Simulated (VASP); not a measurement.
Band structure of AgCl (space group P2_1/m). Calculation: PBEsol GGA, VASP's PBE PAW potentials (set 64) (plane waves; VASP).

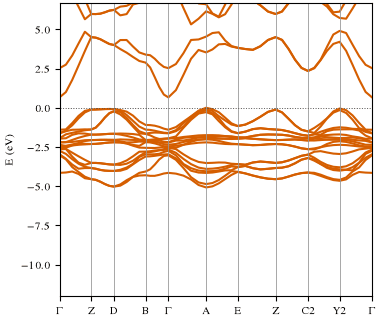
*Bands along high-symmetry lines, zero at the valence-band maximum or, without a gap, the Fermi level*

Question: Read the plot: is there a gap, and where are the band edges?

Answer: The gap is indirect, 0.66 eV, from the valence maximum at A to the conduction minimum at Γ.

The structure comes from a computed database's AgCl entry; how it stands against other phases isn't given here. The cell was not relaxed at this level.
